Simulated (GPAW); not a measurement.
# Polarising a 7-layer slab of Cd(0001) with a field along the normal

The dipole of the cell at several fields, atoms fixed. What does the strongest field give, and what length does the slope stand for?

**Method.** GPAW 26.7.0, plane waves (400 eV), PAW setups, PBE, 12×12 mesh, a dipole layer in the vacuum; geometry relaxed without an applied field with GPAW. The cell's area is 7.69 Å², and e/ε0 = 180.95 V Å.

The runs, one held back:

```tsv
field (V/Å)	dipole (e Å)
−0.2	−0.1750
−0.1	−0.0873
−0.05	−0.0433
0.05	0.0445
0.1	0.0884
0.2	0.1762
0.3	?
```

Q: What is the dipole at 0.3 V/Å?

A: A line through the 6 points has the slope α = 0.878 e Å per V/Å and the intercept p₀ = 0.0006 e Å (r.m.s. residual 3.5e−05). At 0.3 V/Å it gives p = 0.0006 + 0.878 × 0.3 = 0.2640 e Å; the run gives 0.2642 e Å, so the response stays linear to 0.1 % of the induced part. Dividing by ε0 and the area: α/(ε0 A) = 0.878 × 180.95 / 7.69 = 20.66 Å, against 17.32 Å between the outer nuclei. A metal screens fully, so the excess of 3.34 Å puts the image planes about 1.67 Å outside the outer atoms on average.

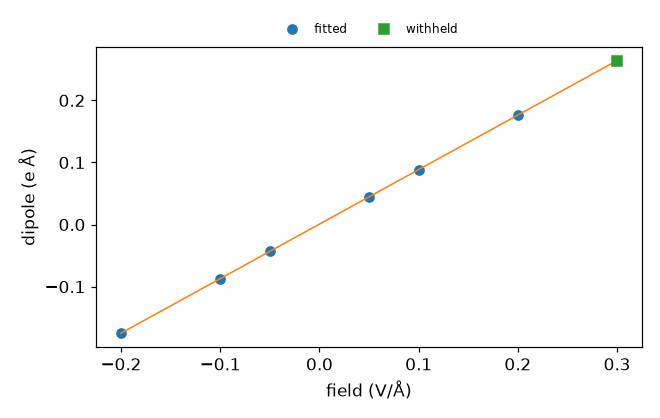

The line and the withheld run.

Caveats: This is the electronic response alone; ions that move would add to it in polar layers. No run was spin-polarised, so magnetic states weren't tested.

[Logs are printed without paths, hosts, clocks, repeated set-up lines and the standing remarks that a program may print on its own settings, such as how far it seeks lower states.]
